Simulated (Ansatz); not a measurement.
SiH₂Cl₂O: molecular dynamics (part 3 of 4)

The same run, continued: SiH₂Cl₂O; RKS B3LYP/def2-SVP (Ansatz 0.2.0). It belongs to a series of runs on one base structure; here: dynamics from the highest image of the converged band.

Geometry of the input (Å):
```
Si -0.4758  0.1491  0.3437
H  0.6683  0.1580  1.4650
Cl 2.1167  -0.1827  0.7287
Cl -0.6764  1.6728  -1.0295
O  -0.9294  -1.2096  -0.4733
H  -0.8168  -2.0570  -0.0199
```

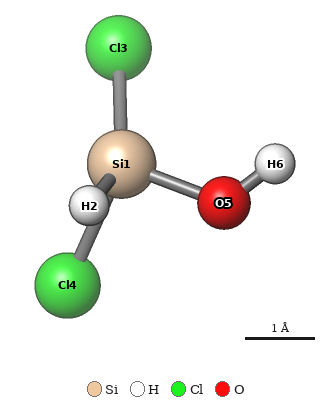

*The geometry at step 75 of the log (ball-and-stick view, seen at a tilt; atoms are numbered from 1 in the order of the input).*

Trajectory as extended XYZ, continued:
```
6
Properties=species:S:1:pos:R:3:forces:R:3 step=18 time_fs=9.0 energy=-34992.85201 temperature=181.5
Si   -0.4537    0.1413    0.3262    0.8090   0.1900  -0.0021
H     0.5408    0.1607    1.5009   -0.4701   0.1399   0.3065
Cl    2.1152   -0.1769    0.7319   -0.1882  -0.0464  -0.3164
Cl   -0.6776    1.6673   -1.0230   -0.0314   0.0700   0.0711
O    -0.9553   -1.1972   -0.4653   -0.1422  -0.1098  -0.1385
H    -0.7991   -2.0463   -0.0386    0.0228  -0.2437   0.0794
6
Properties=species:S:1:pos:R:3:forces:R:3 step=21 time_fs=10.5 energy=-34992.88113 temperature=238.5
Si   -0.4490    0.1404    0.3229    1.2471   0.1484   0.1786
H     0.5041    0.1700    1.5401   -0.7352   0.1493   0.1049
Cl    2.1148   -0.1761    0.7319   -0.3476  -0.0350  -0.3770
Cl   -0.6778    1.6665   -1.0218   -0.0427   0.0789   0.0994
O    -0.9599   -1.1970   -0.4639   -0.2605   0.5264  -0.3786
H    -0.7987   -2.0364   -0.0479    0.1389  -0.8680   0.3727
6
Properties=species:S:1:pos:R:3:forces:R:3 step=24 time_fs=12.0 energy=-34992.94402 temperature=360.0
Si   -0.4433    0.1397    0.3196    1.7470   0.0740   0.3177
H     0.4516    0.1826    1.5817   -1.0096   0.1679  -0.0555
Cl    2.1143   -0.1753    0.7317   -0.5403  -0.0229  -0.4665
Cl   -0.6781    1.6657   -1.0206   -0.0613   0.0823   0.1453
O    -0.9649   -1.1962   -0.4630   -0.2225   0.2192  -0.1471
H    -0.7956   -2.0434   -0.0501    0.0866  -0.5205   0.2060
6
Properties=species:S:1:pos:R:3:forces:R:3 step=27 time_fs=13.5 energy=-34993.04427 temperature=554.2
Si   -0.4363    0.1390    0.3166    2.2869  -0.0399   0.3520
H     0.3775    0.1987    1.6223   -1.2591   0.1968  -0.1265
Cl    2.1134   -0.1745    0.7312   -0.7791  -0.0079  -0.5827
Cl   -0.6784    1.6650   -1.0192   -0.0892   0.0770   0.2125
O    -0.9702   -1.1952   -0.4622   -0.0934  -0.5666   0.3315
H    -0.7908   -2.0607   -0.0481   -0.0662   0.3405  -0.1867
6
Properties=species:S:1:pos:R:3:forces:R:3 step=30 time_fs=15.0 energy=-34993.20092 temperature=857.7
Si   -0.4275    0.1383    0.3138    2.8265  -0.1964   0.2335
H     0.2763    0.2192    1.6603   -1.4420   0.2306  -0.0856
Cl    2.1120   -0.1736    0.7303   -1.0808   0.0154  -0.7074
Cl   -0.6788    1.6643   -1.0177   -0.1256   0.0613   0.2959
O    -0.9755   -1.1948   -0.4610   -0.0343  -0.8847   0.6349
H    -0.7874   -2.0715   -0.0499   -0.1438   0.7738  -0.3712
6
Properties=species:S:1:pos:R:3:forces:R:3 step=33 time_fs=16.5 energy=-34993.44879 temperature=1336.6
Si   -0.4165    0.1374    0.3113    3.3041  -0.3818  -0.0011
H     0.1442    0.2445    1.6966   -1.5215   0.2578   0.0319
Cl    2.1099   -0.1728    0.7290   -1.4481   0.0515  -0.8090
Cl   -0.6793    1.6637   -1.0161   -0.1620   0.0391   0.3757
O    -0.9810   -1.1956   -0.4590   -0.1032  -0.3992   0.6121
H    -0.7867   -2.0669   -0.0590   -0.0693   0.4326  -0.2096
6
Properties=species:S:1:pos:R:3:forces:R:3 step=36 time_fs=18.0 energy=-34993.76624 temperature=1949.9
Si   -0.4030    0.1363    0.3087    3.6356  -0.5517  -0.1518
H    -0.0205    0.2754    1.7334   -1.4789   0.2552   0.0706
Cl    2.1070   -0.1720    0.7272   -1.8551   0.1008  -0.8565
Cl   -0.6798    1.6631   -1.0142   -0.1779   0.0194   0.4202
O    -0.9866   -1.1969   -0.4561   -0.2373   0.5804   0.3599
H    -0.7874   -2.0539   -0.0723    0.1136  -0.4040   0.1577
6
Properties=species:S:1:pos:R:3:forces:R:3 step=39 time_fs=19.5 energy=-34994.11596 temperature=2625.4
Si   -0.3867    0.1347    0.3060    3.6987  -0.6360   0.0865
H    -0.2168    0.3117    1.7713   -1.2786   0.1864  -0.2168
Cl    2.1029   -0.1711    0.7249   -2.2495   0.1574  -0.8413
Cl   -0.6805    1.6625   -1.0120   -0.1505   0.0101   0.4073
O    -0.9925   -1.1974   -0.4528   -0.2339   1.1197   0.2257
H    -0.7857   -2.0489   -0.0826    0.2138  -0.8376   0.3385
6
Properties=species:S:1:pos:R:3:forces:R:3 step=42 time_fs=21.0 energy=-34994.43726 temperature=3244.5
Si   -0.3675    0.1326    0.3034    3.3340  -0.5898   0.7793
H    -0.4401    0.3518    1.8038   -0.8193   0.0300  -0.8827
Cl    2.0975   -0.1701    0.7220   -2.5747   0.2115  -0.7798
Cl   -0.6812    1.6619   -1.0097   -0.0734   0.0128   0.3450
O    -0.9987   -1.1965   -0.4491    0.0524   0.6250   0.4274
H    -0.7798   -2.0602   -0.0862    0.0811  -0.2895   0.1107
6
Properties=species:S:1:pos:R:3:forces:R:3 step=45 time_fs=22.5 energy=-34994.61343 temperature=3584.6
Si   -0.3458    0.1301    0.3015    2.4965  -0.4476   1.5501
H    -0.6807    0.3926    1.8172   -0.0594  -0.1773  -1.5961
Cl    2.0905   -0.1689    0.7187   -2.8029   0.2567  -0.6923
Cl   -0.6820    1.6614   -1.0071    0.0408   0.0219   0.2609
O    -1.0048   -1.1948   -0.4448    0.4597  -0.1880   0.6891
H    -0.7724   -2.0773   -0.0876   -0.1347   0.5344  -0.2118
6
Properties=species:S:1:pos:R:3:forces:R:3 step=48 time_fs=24.0 energy=-34994.61891 temperature=3596.0
Si   -0.3222    0.1273    0.3007    1.3809  -0.2896   1.9778
H    -0.9223    0.4295    1.7968    0.8368  -0.3628  -1.9828
Cl    2.0817   -0.1676    0.7150   -2.9383   0.2898  -0.5967
Cl   -0.6828    1.6608   -1.0043    0.1758   0.0292   0.1790
O    -1.0103   -1.1933   -0.4396    0.7638  -0.4506   0.7269
H    -0.7676   -2.0839   -0.0932   -0.2190   0.7841  -0.3042
6
Properties=species:S:1:pos:R:3:forces:R:3 step=51 time_fs=25.5 energy=-34994.51529 temperature=3396.2
Si   -0.2976    0.1242    0.3014    0.2477  -0.1653   1.9607
H    -1.1460    0.4587    1.7344    1.6459  -0.4806  -1.9502
Cl    2.0712   -0.1662    0.7109   -2.9957   0.3096  -0.5059
Cl   -0.6834    1.6602   -1.0014    0.3209   0.0305   0.1082
O    -1.0148   -1.1924   -0.4335    0.8810   0.0519   0.5074
H    -0.7672   -2.0748   -0.1049   -0.0998   0.2538  -0.1202
6
Properties=species:S:1:pos:R:3:forces:R:3 step=54 time_fs=27.0 energy=-34994.35679 temperature=3090.7
Si   -0.2727    0.1210    0.3036   -0.7494  -0.0794   1.6224
H    -1.3346    0.4777    1.6306    2.2504  -0.5241  -1.5969
Cl    2.0589   -0.1645    0.7065   -2.9865   0.3177  -0.4228
Cl   -0.6839    1.6597   -0.9985    0.4709   0.0302   0.0432
O    -1.0180   -1.1913   -0.4267    0.8890   0.8768   0.1961
H    -0.7687   -2.0610   -0.1190    0.1256  -0.6212   0.1580
6
Properties=species:S:1:pos:R:3:forces:R:3 step=57 time_fs=28.5 energy=-34994.21030 temperature=2808.0
Si   -0.2484    0.1177    0.3071   -1.5532  -0.0203   1.1130
H    -1.4751    0.4855    1.4926    2.6240  -0.5008  -1.0357
Cl    2.0447   -0.1627    0.7018   -2.9162   0.3168  -0.3442
Cl   -0.6840    1.6592   -0.9955    0.6232   0.0394  -0.0294
O    -1.0201   -1.1891   -0.4196    1.0321   1.0197   0.1007
H    -0.7679   -2.0594   -0.1301    0.1901  -0.8547   0.1956
6
Properties=species:S:1:pos:R:3:forces:R:3 step=60 time_fs=30.0 energy=-34994.11163 temperature=2616.6
Si   -0.2253    0.1144    0.3114   -2.1344   0.0165   0.5181
H    -1.5595    0.4826    1.3326    2.7543  -0.4139  -0.3272
Cl    2.0287   -0.1606    0.6969   -2.7878   0.3090  -0.2660
Cl   -0.6838    1.6587   -0.9926    0.7753   0.0705  -0.1249
O    -1.0208   -1.1856   -0.4123    1.3909   0.1566   0.2605
H    -0.7633   -2.0746   -0.1375    0.0017  -0.1387  -0.0605
6
Properties=species:S:1:pos:R:3:forces:R:3 step=63 time_fs=31.5 energy=-34994.03263 temperature=2463.7
Si   -0.2038    0.1111    0.3161   -2.4281   0.0144  -0.1477
H    -1.5850    0.4709    1.1657    2.5797  -0.2507   0.5174
Cl    2.0110   -0.1584    0.6919   -2.6040   0.2945  -0.1870
Cl   -0.6831    1.6583   -0.9897    0.9230   0.1334  -0.2544
O    -1.0195   -1.1819   -0.4047    1.7198  -0.8169   0.3714
H    -0.7587   -2.0927   -0.1461   -0.1904   0.6253  -0.2997
6
Properties=species:S:1:pos:R:3:forces:R:3 step=66 time_fs=33.0 energy=-34993.95316 temperature=2309.1
Si   -0.1841    0.1078    0.3207   -2.2726  -0.0760  -0.9147
H    -1.5557    0.4541    1.0102    1.9445   0.0253   1.5092
Cl    1.9918   -0.1560    0.6867   -2.3648   0.2720  -0.1072
Cl   -0.6819    1.6579   -0.9870    1.0550   0.2290  -0.4166
O    -1.0160   -1.1793   -0.3966    1.8260  -1.1456   0.2647
H    -0.7579   -2.0985   -0.1609   -0.1881   0.6953  -0.3354
6
Properties=species:S:1:pos:R:3:forces:R:3 step=69 time_fs=34.5 energy=-34993.82117 temperature=2053.2
Si   -0.1662    0.1045    0.3245   -1.4609  -0.3253  -1.8057
H    -1.4856    0.4380    0.8874    0.6601   0.4580   2.6203
Cl    1.9711   -0.1534    0.6815   -2.0641   0.2404  -0.0263
Cl   -0.6800    1.6577   -0.9846    1.1545   0.3383  -0.5877
O    -1.0100   -1.1782   -0.3882    1.6938  -0.7148   0.0004
H    -0.7609   -2.0907   -0.1826    0.0165   0.0034  -0.2010
6
Properties=species:S:1:pos:R:3:forces:R:3 step=72 time_fs=36.0 energy=-34993.63668 temperature=1700.1
Si   -0.1494    0.1009    0.3270   -0.2338  -0.7045  -2.7009
H    -1.4020    0.4319    0.8210   -1.0137   0.9750   3.6387
Cl    1.9491   -0.1507    0.6763   -1.6830   0.1981   0.0555
Cl   -0.6774    1.6577   -0.9825    1.2071   0.4119  -0.7160
O    -1.0017   -1.1780   -0.3797    1.4675  -0.0585  -0.2080
H    -0.7634   -2.0830   -0.2086    0.2560  -0.8221  -0.0692
6
Properties=species:S:1:pos:R:3:forces:R:3 step=75 time_fs=37.5 energy=-34993.66688 temperature=1761.5
Si   -0.1328    0.0967    0.3274    0.0605  -0.8601  -3.1652
H    -1.3387    0.4464    0.8319   -1.7386   1.1917   4.0349
Cl    1.9261   -0.1478    0.6711   -1.1842   0.1395   0.1343
Cl   -0.6740    1.6579   -0.9808    1.2088   0.3867  -0.7404
O    -0.9914   -1.1779   -0.3715    1.3740  -0.1146  -0.1714
H    -0.7607   -2.0915   -0.2364    0.2795  -0.7432  -0.0923
6
Properties=species:S:1:pos:R:3:forces:R:3 step=78 time_fs=39.0 energy=-34994.07331 temperature=2541.6
Si   -0.1163    0.0919    0.3255   -1.5555  -0.3824  -2.7065
H    -1.3096    0.4854    0.9279   -0.5763   0.7355   3.3072
Cl    1.9024   -0.1449    0.6659   -0.5338   0.0571   0.2041
Cl   -0.6700    1.6584   -0.9796    1.1642   0.2403  -0.6358
O    -0.9792   -1.1781   -0.3635    1.3871  -0.8426  -0.0149
H    -0.7524   -2.1145   -0.2663    0.1143   0.1920  -0.1540
6
Properties=species:S:1:pos:R:3:forces:R:3 step=81 time_fs=40.5 energy=-34994.50565 temperature=3374.1
Si   -0.1011    0.0869    0.3214   -3.7964   0.4863  -1.5402
H    -1.2920    0.5396    1.0937    1.1544  -0.0770   1.7581
Cl    1.8784   -0.1419    0.6610    0.2607  -0.0490   0.2651
Cl   -0.6652    1.6590   -0.9788    1.0821   0.0251  -0.4379
O    -0.9652   -1.1794   -0.3556    1.2955  -1.2889   0.0587
H    -0.7415   -2.1337   -0.2993    0.0036   0.9036  -0.1038
6
Properties=species:S:1:pos:R:3:forces:R:3 step=84 time_fs=42.0 energy=-34994.70021 temperature=3751.4
Si   -0.0887    0.0822    0.3162   -5.3218   1.2480  -0.3435
H    -1.2509    0.5925    1.2973    2.1196  -0.7223   0.1725
Cl    1.8545   -0.1390    0.6561    1.1470  -0.1687   0.3205
Cl   -0.6597    1.6596   -0.9782    0.9737  -0.1836  -0.2109
O    -0.9494   -1.1823   -0.3476    1.0160  -0.9385   0.0511
H    -0.7302   -2.1350   -0.3344    0.0655   0.7651   0.0103
6
Properties=species:S:1:pos:R:3:forces:R:3 step=87 time_fs=43.5 energy=-34994.69430 temperature=3741.6
Si   -0.0804    0.0785    0.3107   -6.0355   1.7557   0.5749
H    -1.1655    0.6303    1.5053    2.2731  -1.0655  -1.0573
Cl    1.8313   -0.1361    0.6515    2.0585  -0.2901   0.3650
Cl   -0.6537    1.6602   -0.9778    0.8504  -0.3402  -0.0060
O    -0.9323   -1.1865   -0.3395    0.5834   0.0452   0.0549
H    -0.7173   -2.1210   -0.3693    0.2702  -0.1050   0.0684
6
Properties=species:S:1:pos:R:3:forces:R:3 step=90 time_fs=45.0 energy=-34994.60332 temperature=3567.3
Si   -0.0767    0.0761    0.3056   -6.1973   2.0781   1.2565
H    -1.0319    0.6455    1.6911    1.9523  -1.1838  -1.9172
Cl    1.8094   -0.1335    0.6471    2.9343  -0.4046   0.3848
Cl   -0.6471    1.6605   -0.9773    0.7192  -0.4315   0.1518
O    -0.9143   -1.1906   -0.3313    0.1579   0.7485   0.0797
H    -0.6986   -2.1090   -0.4030    0.4336  -0.8067   0.0444
6
Properties=species:S:1:pos:R:3:forces:R:3 step=93 time_fs=46.5 energy=-34994.53189 temperature=3429.1
Si   -0.0778    0.0754    0.3015   -5.9557   2.2903   1.8006
H    -0.8566    0.6355    1.8361    1.3730  -1.1550  -2.4802
Cl    1.7893   -0.1311    0.6429    3.7253  -0.5081   0.3586
Cl   -0.6401    1.6605   -0.9768    0.5820  -0.4613   0.2592
O    -0.8962   -1.1938   -0.3231   -0.0733   0.2485  -0.0200
H    -0.6710   -2.1125   -0.4356    0.3487  -0.4145   0.0818
6
Properties=species:S:1:pos:R:3:forces:R:3 step=96 time_fs=48.0 energy=-34994.49023 temperature=3348.2
Si   -0.0834    0.0764    0.2988   -5.3810   2.4085   2.2399
H    -0.6520    0.6008    1.9281    0.6160  -1.0143  -2.7799
Cl    1.7715   -0.1290    0.6389    4.4019  -0.6039   0.2575
Cl   -0.6328    1.6603   -0.9761    0.4392  -0.4406   0.3238
O    -0.8781   -1.1968   -0.3149   -0.1939  -0.8699  -0.2735
H    -0.6361   -2.1240   -0.4662    0.1178   0.5202   0.2321
6
Properties=species:S:1:pos:R:3:forces:R:3 step=99 time_fs=49.5 energy=-34994.46014 temperature=3289.6
Si   -0.0933    0.0792    0.2978   -4.5465   2.3962   2.5208
H    -0.4345    0.5444    1.9607   -0.3005  -0.7637  -2.7753
Cl    1.7563   -0.1273    0.6351    4.9674  -0.7006   0.0503
Cl   -0.6251    1.6598   -0.9753    0.2924  -0.3816   0.3545
O    -0.8603   -1.2009   -0.3070   -0.4073  -1.4691  -0.4843
H    -0.5985   -2.1252   -0.4919   -0.0055   0.9187   0.3340
6
Properties=species:S:1:pos:R:3:forces:R:3 step=101 time_fs=50.5 energy=-34994.43234 temperature=3234.8
Si   -0.1018    0.0821    0.2982   -3.9018   2.2899   2.5559
H    -0.2918    0.4973    1.9492   -0.9887  -0.5289  -2.5438
Cl    1.7479   -0.1263    0.6326    5.3020  -0.7692  -0.1576
Cl   -0.6199    1.6593   -0.9746    0.1949  -0.3255   0.3589
O    -0.8487   -1.2047   -0.3021   -0.6499  -1.3510  -0.5124
H    -0.5734   -2.1156   -0.5052    0.0435   0.6848   0.2990
6
Properties=species:S:1:pos:R:3:forces:R:3 step=104 time_fs=52.0 energy=-34994.30969 temperature=2996.2
Si   -0.1170    0.0880    0.3004   -2.9423   1.9646   2.2284
H    -0.0977    0.4182    1.8880   -2.0608  -0.0716  -1.7117
Cl    1.7380   -0.1254    0.6287    5.7816  -0.8771  -0.5655
Cl   -0.6120    1.6585   -0.9733    0.0568  -0.2194   0.3404
O    -0.8321   -1.2118   -0.2954   -1.1405  -0.6060  -0.3754
H    -0.5343   -2.0908   -0.5203    0.3052  -0.1904   0.0838
6
Properties=species:S:1:pos:R:3:forces:R:3 step=107 time_fs=53.5 energy=-34994.03047 temperature=2457.1
Si   -0.1346    0.0953    0.3043   -2.2278   1.4735   1.2447
H     0.0523    0.3376    1.7911   -2.9481   0.4687  -0.1468
Cl    1.7316   -0.1249    0.6245    6.2308  -0.9682  -1.0195
Cl   -0.6041    1.6575   -0.9719   -0.0597  -0.0880   0.2866
O    -0.8171   -1.2197   -0.2891   -1.5364  -0.1014  -0.2476
H    -0.4886   -2.0696   -0.5335    0.5412  -0.7844  -0.1175
6
Properties=species:S:1:pos:R:3:forces:R:3 step=110 time_fs=55.0 energy=-34993.66594 temperature=1755.1
Si   -0.1539    0.1038    0.3092   -1.9004   0.9210  -0.3574
H     0.1397    0.2670    1.6920   -3.3020   0.9410   1.9668
Cl    1.7291   -0.1251    0.6196    6.4576  -0.9858  -1.3708
Cl   -0.5963    1.6564   -0.9703   -0.1532   0.0637   0.2009
O    -0.8041   -1.2279   -0.2832   -1.4800  -0.6546  -0.4226
H    -0.4320   -2.0635   -0.5487    0.3780  -0.2853  -0.0170
6
Properties=species:S:1:pos:R:3:forces:R:3 step=113 time_fs=56.5 energy=-34993.45410 temperature=1350.1
Si   -0.1746    0.1130    0.3138   -1.5835   0.4177  -1.7163
H     0.1569    0.2162    1.6345   -3.1317   1.1491   3.5832
Cl    1.7304   -0.1258    0.6139    6.1240  -0.8747  -1.4880
Cl   -0.5885    1.6554   -0.9686   -0.2428   0.2240   0.1055
O    -0.7931   -1.2370   -0.2779   -1.1190  -1.5366  -0.7377
H    -0.3678   -2.0628   -0.5640   -0.0470   0.6204   0.2534
6
Properties=species:S:1:pos:R:3:forces:R:3 step=116 time_fs=58.0 energy=-34993.69257 temperature=1809.5
Si   -0.1966    0.1225    0.3171   -0.6724  -0.0459  -1.5102
H     0.1066    0.1898    1.6510   -2.8969   1.0733   3.3164
Cl    1.7355   -0.1271    0.6073    5.0944  -0.6402  -1.3528
Cl   -0.5808    1.6546   -0.9668   -0.3438   0.3848   0.0123
O    -0.7836   -1.2481   -0.2736   -0.8951  -1.7351  -0.8394
H    -0.3042   -2.0497   -0.5741   -0.2863   0.9632   0.3737
6
Properties=species:S:1:pos:R:3:forces:R:3 step=119 time_fs=59.5 energy=-34994.25614 temperature=2892.8
Si   -0.2190    0.1320    0.3194    0.5409  -0.5418   0.1895
H    -0.0060    0.1862    1.7361   -2.6170   0.8748   1.3446
Cl    1.7437   -0.1288    0.5999    3.6522  -0.3548  -1.0534
Cl   -0.5734    1.6539   -0.9650   -0.4438   0.5448  -0.0932
O    -0.7753   -1.2615   -0.2704   -1.0310  -1.0836  -0.6109
H    -0.2460   -2.0171   -0.5766   -0.1012   0.5606   0.2234
6
Properties=species:S:1:pos:R:3:forces:R:3 step=122 time_fs=61.0 energy=-34994.70929 temperature=3767.9
Si   -0.2411    0.1411    0.3218    1.2843  -1.0299   1.9932
H    -0.1743    0.2015    1.8500   -1.9979   0.6593  -0.7779
Cl    1.7541   -0.1306    0.5919    2.2443  -0.0980  -0.7151
Cl   -0.5662    1.6536   -0.9632   -0.5152   0.6985  -0.2212
O    -0.7685   -1.2764   -0.2680   -1.3814  -0.1131  -0.2121
H    -0.1895   -1.9729   -0.5746    0.3658  -0.1168  -0.0669
6
Properties=species:S:1:pos:R:3:forces:R:3 step=125 time_fs=62.5 energy=-34994.90832 temperature=4154.6
Si   -0.2622    0.1494    0.3257    1.4099  -1.4333   3.0950
H    -0.3853    0.2310    1.9484   -1.1255   0.4523  -2.1598
Cl    1.7659   -0.1326    0.5834    1.1107   0.0967  -0.4157
Cl   -0.5594    1.6538   -0.9616   -0.5426   0.8327  -0.3560
O    -0.7635   -1.2914   -0.2659   -1.3297   0.3107  -0.0146
H    -0.1258   -1.9304   -0.5736    0.4773  -0.2591  -0.1490
6
Properties=species:S:1:pos:R:3:forces:R:3 step=128 time_fs=64.0 energy=-34994.94519 temperature=4227.2
Si   -0.2822    0.1565    0.3319    1.1537  -1.7287   3.5015
H    -0.6205    0.2702    2.0014   -0.2257   0.2597  -2.8129
Cl    1.7784   -0.1345    0.5747    0.2661   0.2347  -0.1726
Cl   -0.5529    1.6544   -0.9602   -0.5289   0.9289  -0.4706
O    -0.7603   -1.3061   -0.2638   -0.5444   0.0930  -0.1302
H    -0.0530   -1.8923   -0.5753   -0.1208   0.2124   0.0848
```
